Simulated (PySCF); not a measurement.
AlBr (charge +1, doublet)

```xyz
2

Al    0.0000    0.0000   -1.6313
Br    0.0000    0.0000    0.5577
```

The calculation used PySCF 2.14.0, PBE0/def2-TZVPPD, non-relativistic Hamiltonian with scalar-relativistic core potentials where named, at a bond length of 2.189 Å.

Question: What can the converged electron density, electron localisation function and spin density tell about the bonding?

Answer: Al–Br (2.19 Å): ρ at the midpoint is about 0.71 e/Å³; the ELF peaks at about 0.80 in the valence shell of Br, 1.1 Å from its nucleus, and is about 0.80 at the midpoint.
The unpaired spin (1 electron) lies mostly on Al1 (about 0.8) and Br2 (about 0.2), in electrons by Hirshfeld's partition.

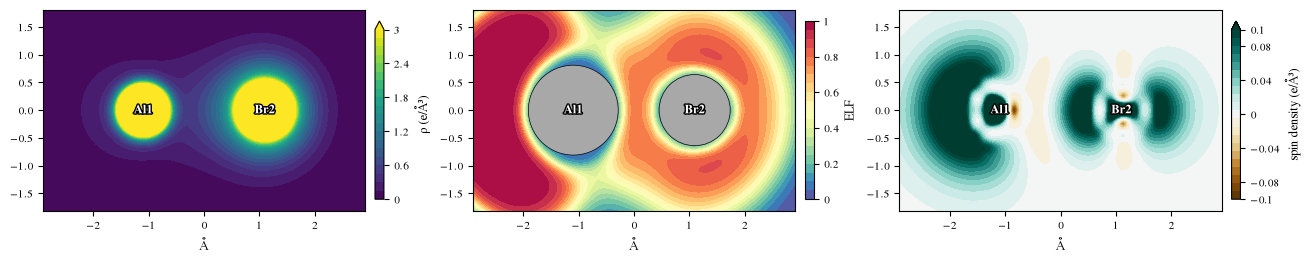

Computed electron density, electron localisation function and spin density on a plane that holds the molecular axis, in this order. Grey discs cover the atomic cores in the ELF map. 
